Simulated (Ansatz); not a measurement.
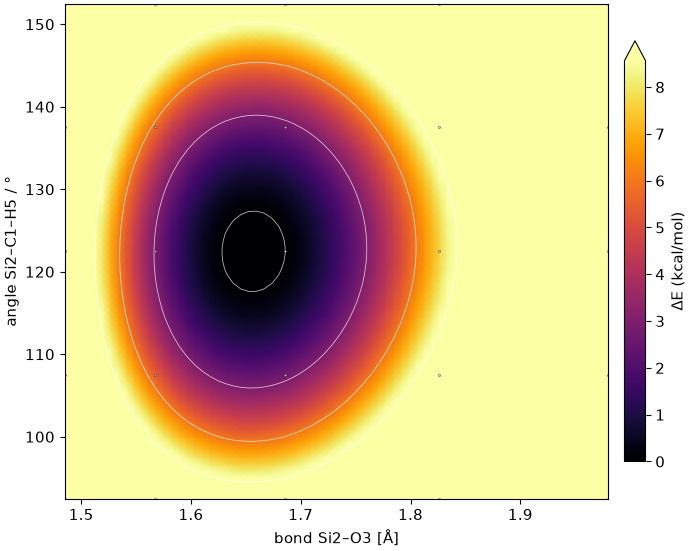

CH₅OSi, SMILES [CH2][SiH2]O, spin multiplicity 2. Two internal coordinates are moved rigidly from the geometry relaxed at PBE0-D4/def2-TZVP, all others fixed. First axis: bond Si2–O3. Second axis: angle Si2–C1–H5. The grid has 5 × 5 points. Points are written as (first, second). Energies: kcal/mol, counted from the lowest grid point. Method: UHF-CCSD(T), frozen core/def2-TZVPP (Ansatz).

Drawn: a smooth colour map with a few white contour lines, dots at the grid points, one colour for all values above the top of the scale. Between grid points the surface is interpolated.

Estimate the position of the minimum and the force constants in these coordinates.

Answer. The interpolated minimum is at bond Si2–O3 ≈ 1.654 Å, angle Si2–C1–H5 ≈ 122.5°. The curvatures there are about 32 eV/Å² and 3.4 eV/rad², with a cross term of about −0.2 eV/(Å·rad). Round the minimum the two coordinates are nearly uncoupled. (1 eV is 23.1 kcal/mol.)
